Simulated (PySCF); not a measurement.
```xyz
10

C     0.3492   -1.3274    0.7987
C     0.6912   -0.3733   -0.2808
Si   -0.4841    1.1297   -0.4267
F     0.5039   -0.8614    2.0343
Cl   -1.0873   -2.2773    0.6241
H     0.7083   -0.9017   -1.2460
H     1.7074    0.0129   -0.0939
H     0.0604    2.0612   -1.4601
H    -0.5615    1.8346    0.8858
H    -1.8456    0.6769   -0.8334
```

Geometry: PBE0-D3(BJ)/def2-SVP.

Level of theory: PySCF 2.14.0, density-fitted response routines, UKS B3LYP, IGLO-III on C Cl F Si, pcH-1 on H, non-relativistic, mean-field spin-orbit, GIAO.

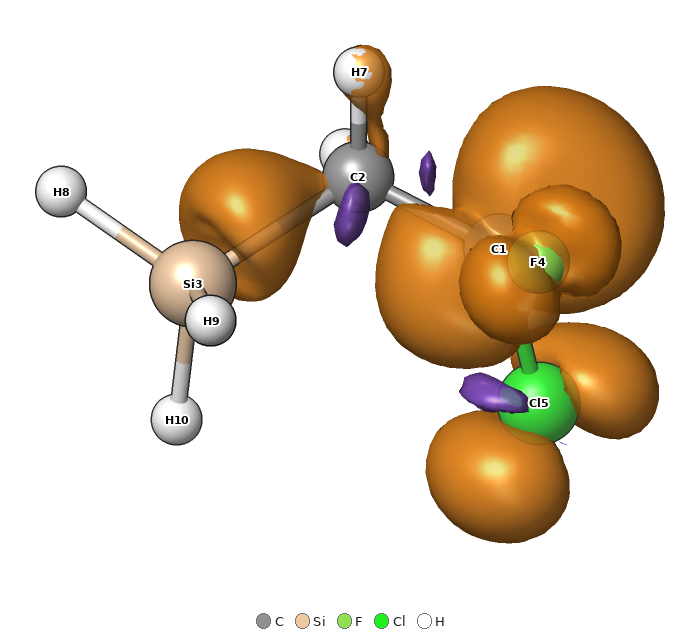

C2H5ClFSi (SMILES F[C](Cl)C[SiH3]) (doublet). Isosurfaces of the spin density (α minus β) at +0.015 (orange) and −0.015 e/Å³ (purple), seen across its widest extent.

Question: Where is the unpaired spin?

Answer: The unpaired spin (1 electron) lies mostly on C1 (about 0.6), Cl5 (about 0.1) and F4 (about 0.1), in electrons by Hirshfeld's partition.
